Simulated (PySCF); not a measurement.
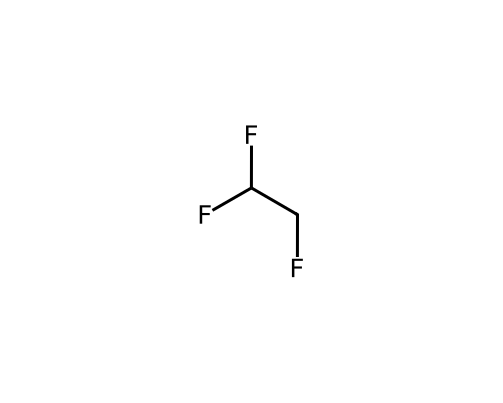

Structural formula above. The geometry was computed by an optimisation with GFN2-xTB. No frequency run is at hand to confirm it as a minimum.

Describe the 3D structure.

Formula C₂H₃F₃. As SMILES it reads `FCC(F)F`. It has no ring. Among its groups: C–F bond. This geometry has C1 symmetry. Coordination: 2 C tetrahedral.

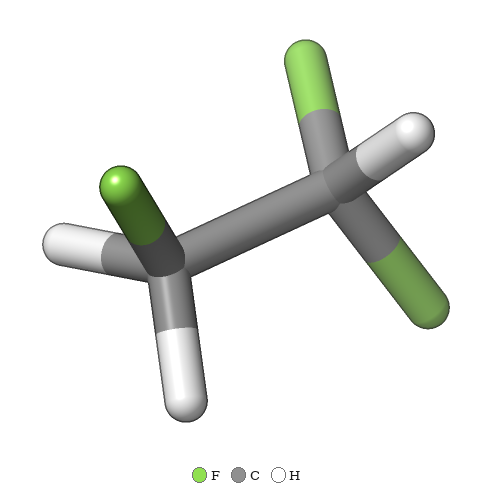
